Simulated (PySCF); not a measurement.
**H₁₁N₃Si₄ (SMILES [SiH3]N([SiH3])[SiH]1N[SiH2]N1): density, localisation and related maps**

```yaml
atoms:
  - { symbol: Si, position_ang: [-1.3597, 1.6620, 0.3087] }
  - { symbol: N, position_ang: [-1.1001, -0.0600, 0.3231] }
  - { symbol: Si, position_ang: [-2.2424, -1.2238, -0.2680] }
  - { symbol: Si, position_ang: [0.5093, -0.6469, 0.5819] }
  - { symbol: N, position_ang: [1.4567, -1.0009, -0.8284] }
  - { symbol: Si, position_ang: [2.6768, 0.2028, -0.5416] }
  - { symbol: N, position_ang: [1.6905, 0.6050, 0.8239] }
  - { symbol: H, position_ang: [-0.8531, 2.2039, 1.5719] }
  - { symbol: H, position_ang: [-0.7119, 2.3119, -0.8341] }
  - { symbol: H, position_ang: [-2.8101, 1.8472, 0.2298] }
  - { symbol: H, position_ang: [-2.0028, -1.5479, -1.6798] }
  - { symbol: H, position_ang: [-2.0915, -2.4330, 0.5431] }
  - { symbol: H, position_ang: [-3.5751, -0.6477, -0.1059] }
  - { symbol: H, position_ang: [0.5019, -1.7062, 1.5887] }
  - { symbol: H, position_ang: [1.3102, -1.6281, -1.5958] }
  - { symbol: H, position_ang: [2.7548, 1.2577, -1.5484] }
  - { symbol: H, position_ang: [3.9698, -0.3819, -0.1958] }
  - { symbol: H, position_ang: [1.8679, 1.1923, 1.6149] }
```

Geometry: GFN2-xTB.

All numbers below come from PBE0/pcSseg-1, SCF density, gas phase, non-relativistic (PySCF).

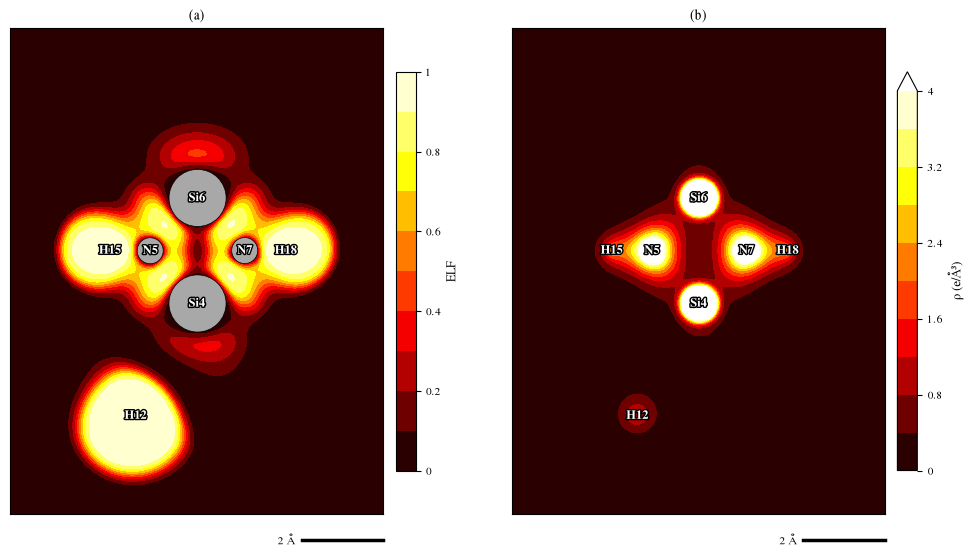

Figure 1. (a) electron localisation function; (b) electron density on the plane of atoms Si4, N5 and Si6. Grey discs cover the atomic cores in the ELF map.

### What do the fields say about this system?

Atoms in the plane: Si, N and H. Si–N (1.73 Å): ρ at the midpoint is about 1.1 e/Å³; the ELF peaks at about 0.90 between the atoms (a shared but strongly polarised pair). N–H (1.00 Å): the density is about 2.8 e/Å³ at the midpoint; the ELF climbs to about 1 towards the hydrogen, as it does in any bond to H (a covalent bond by its length).

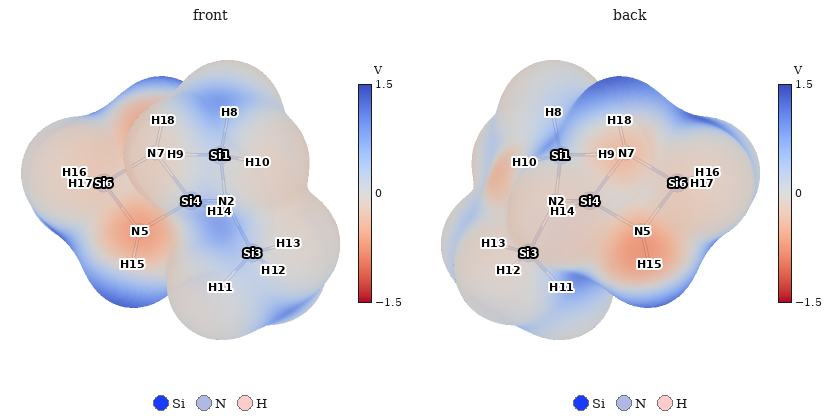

Figure 2. The electrostatic potential painted on the density surface at 0.001 e/bohr³, seen from the front and from behind; red is negative and blue positive.

### Describe the electrostatic potential map.

The most negative region (about −0.7 V, or −16 kcal/mol for a unit charge) lies over N5, the most positive (about +1.2 V, or +28 kcal/mol for a unit charge) over Si6, H15 and H18.

### What dipole moment does the calculation give?

Its dipole moment is 0.50 D.
